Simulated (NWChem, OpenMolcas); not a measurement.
How basis sets differ on SiNH4O (SMILES N[SiH]O)

SiNH4O: 7 atoms, total charge 0, spin state doublet. As SMILES, `N[SiH]O`. The shape is that of a PBE0-D4/def2-TZVP optimisation. This is one conformer, not always the lowest.

```xyz
7

N    -0.6949    0.5483   -0.5752
Si    0.2931    0.1590    0.7813
O     1.6229   -0.6724    0.2703
H    -0.3559    1.1681   -1.2948
H    -1.6858    0.6732   -0.4329
H    -0.5991   -0.6619    1.6647
H     1.4809   -1.2824   -0.4590
```

Each level gives the vertical ionisation energy (to the singlet cation) (eV). The values are calculated.

```csv
level,kind,program,value (eV),CPU time (all runs)
UPBE0/def2-TZVP,global hybrid,NWChem,7.79,82 s
UPBE0/def2-SVP,global hybrid,NWChem,7.65,22 s
UPBE0/6-311+G**,global hybrid,OpenMolcas,7.88,2.2 min
UPBE0/def2-SVPD,global hybrid,NWChem,7.84,47 s
```

The values span 7.65 to 7.88 eV. Times are those of the runs behind each value, whatever else they computed, on shared processors of several kinds: orders of magnitude only.

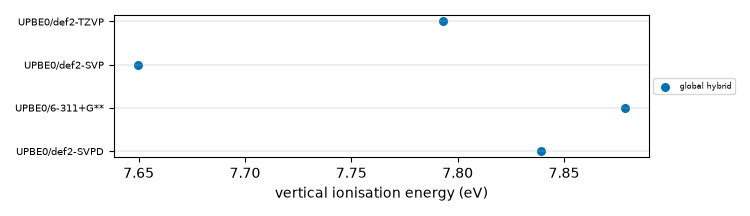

The values of the table, level by level.
